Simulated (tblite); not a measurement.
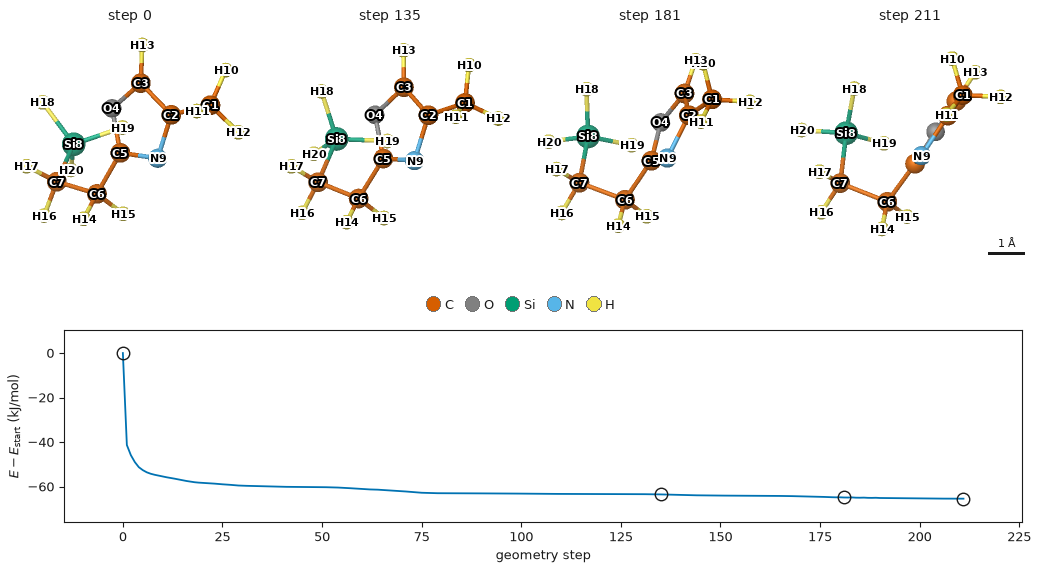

Frames of a relaxation of C6H11NOSi, marked on the history of the run. Style: ball-and-stick. Shown from a free direction.

These are results of GFN2-xTB geometry optimisation, gas phase in tblite 0.8.0, not measurements. 

What happens along the run?

The largest move after the best rigid fit is that of H13, 2.12 Å. By element the largest moves are H 2.12 Å, O 1.66 Å, C 1.36 Å, Si 0.53 Å, N 0.52 Å. Near-neighbour distances that change, for instance: C5–N9 1.359 → 1.294 Å, C3–O4 1.302 → 1.356 Å, C7–Si8 1.861 → 1.908 Å, C1–H11 1.131 → 1.086 Å. Among the angles between lasting bonds that change: O4–C5–C6 130.4° → 119.1°, O4–C3–H13 128.9° → 118.2°, C2–C3–H13 125.0° → 133.6°. Groups turn about C1–C2 by about 80°, C5–C6 by about 75°, C7–Si8 by about 45°. After 211 geometry steps the energy has fallen by 65.4 kJ/mol. The run took 1.4 s on 1 thread of Arm Neoverse V2, on a shared host. From step 0 to 135: H18 moves most (0.80 Å), energy −63.5 kJ/mol. From step 135 to 181: H13 moves most (1.16 Å), energy −1.38 kJ/mol. From step 181 to 211: H13 moves most (0.62 Å), energy −0.54 kJ/mol.
